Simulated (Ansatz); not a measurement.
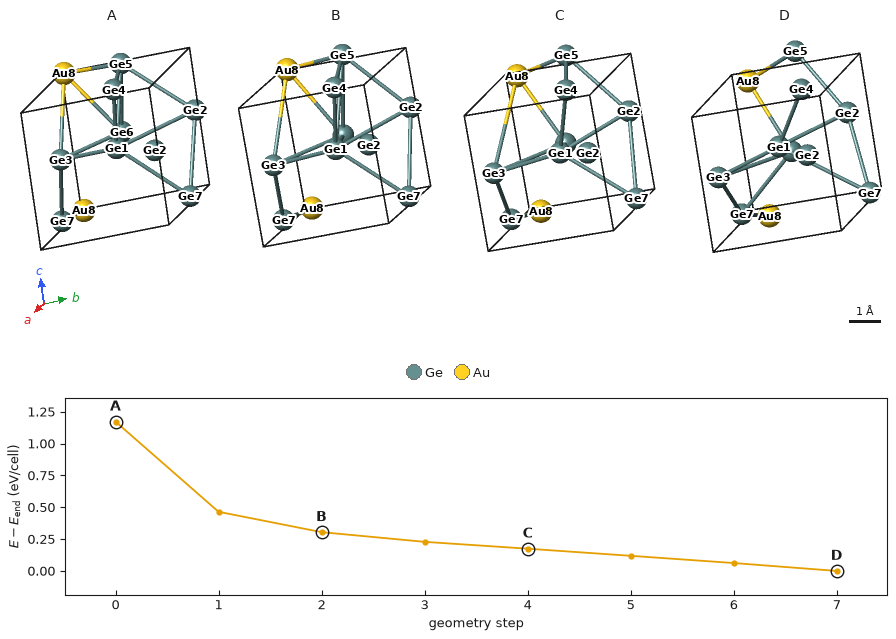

Frames of a relaxation of solid Ge7Au (a generated structure, set up in P1) (coarse preliminary run), marked on the history of the run. The picture is a ball-and-stick view of the cell of the calculation, reduced to other axes, seen slightly off an axis. Lengths and directions refer to the drawn axes.

Computed with DFT PBE, scalar-relativistic, plane waves, PAW (Ansatz). Settings: plane-wave cutoff 420 eV; k-point mesh 4 × 4 × 4; occupations gaussian; smearing width 0.1 eV; no spin polarisation; cell and atoms relaxed; force threshold 0.015 eV/Å; at most 120 steps.

> Describe the path.

The run was cut off at its time limit before the relaxation converged, so the last structure is only a point on the way. After 7 geometry steps the energy has fallen by 1.172 eV per cell of the calculation. Largest force component: 2.1 eV/Å at the start, 0.13 eV/Å at the end. Pressure: 4.78 GPa at the start and −0.46 GPa at the end. The atom that moves furthest relative to the cell is Ge3 (0.83 Å along [3 −1 −1]). By element the largest moves are Ge 0.83 Å, Au 0.62 Å. Cell: a 5.998 → 6.194 Å (+3.3 %), b 6.006 → 6.072 Å (+1.1 %), c 6.015 → 6.004 Å (−0.2 %), α 60.3° → 60.9°, β 60.5° → 59.9°, γ 60.6° → 59.1°. Volume +2.9 %. Near-neighbour distances that change, for instance: Ge6–Ge7 3.795 → 2.810 Å, Ge4–Ge5 2.761 → 3.706 Å, Ge3–Au8 2.927 → 3.744 Å, Ge2–Ge3 3.027 → 3.814 Å. Bond angles that change, for instance: Ge4–Ge3–Au8 112.2° → 150.1°, Ge5–Ge2–Ge7 118.9° → 155.6°, Ge2–Au8–Ge5 125.0° → 158.4°. The space group stays P1 (No. 1). From step 0 to 2: Ge3 moves most (0.38 Å), volume +1.6 %, energy −0.868 eV per cell of the calculation. From step 2 to 4: Ge3 moves most (0.30 Å), volume −0.4 %, energy −0.130 eV per cell of the calculation. From step 4 to 7: Ge1 moves most (0.37 Å), volume +1.6 %, energy −0.175 eV per cell of the calculation.

| step | E − E(0), meV/atom | largest force component, eV/Å | pressure, GPa | volume, Å³/atom |
| --- | --- | --- | --- | --- |
| 0 | 0.00 | 2.0630 | 4.78 | 19.363 |
| 1 | -88.48 | 0.6663 | 1.07 | 19.430 |
| 2 | -108.48 | 0.2100 | -0.05 | 19.682 |
| 3 | -117.98 | 0.1080 | -0.08 | 19.724 |
| 4 | -124.70 | 0.2234 | 0.73 | 19.611 |
| 5 | -131.69 | 0.2742 | 0.25 | 19.903 |
| 6 | -138.78 | 0.2339 | -0.76 | 20.122 |
| 7 | -146.54 | 0.1325 | -0.46 | 19.926 |
